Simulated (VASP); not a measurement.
Band structure of YN (rock salt). Level of theory: modified Becke-Johnson potential (mBJ) with spin-orbit coupling, VASP's PBE PAW potentials (set 64) (plane waves; VASP).

mBJ is a potential without an energy functional, so only the levels count.

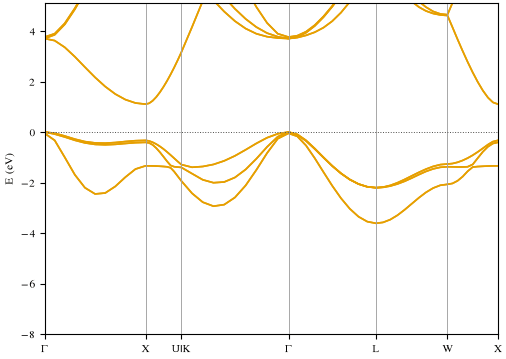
Bands along high-symmetry lines, zero at the valence-band maximum or, without a gap, the Fermi level

### Question
Read the plot: is there a gap, and where are the band edges?

### Answer
The gap is indirect, 1.10 eV, from the valence maximum at Γ to the conduction minimum at X.

The compound is YN in the rock salt structure. It was relaxed first. The cell's shape comes from a PBE relaxation.
